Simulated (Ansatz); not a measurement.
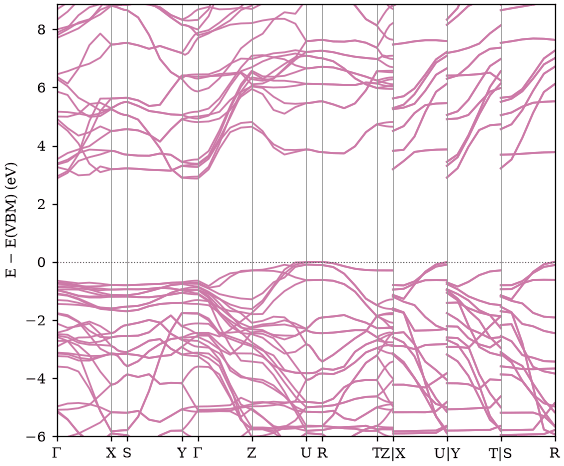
Figure. Band structure from DFT-r²SCAN in the program Ansatz with PAW potentials

### Question
Read off the gap and where the band edges lie.

### Answer
About 2.9 eV (2.87 eV by a search for the band edges); maximum at R, minimum at Γ.

The material is Ta₂O₅ in space group Pmmn (No. 59; Ta on 4e, O on 4e, O on 4e, O on 2a).

The first step of the workflow began from a Materials Project structure, measured or hypothetical; the Crystallography Open Database copy checked does not list it. COD files the formula under space group No. 49, so this cell is another polymorph or a model. Its standing as an ambient phase is unchecked. Symmetry was held in the r²SCAN relaxation; whether a distortion lowers the energy is not shown. No spin polarisation was allowed. Spin–orbit coupling is left out wherever it is not named.

Potentials: the later of the program's two PAW sets.
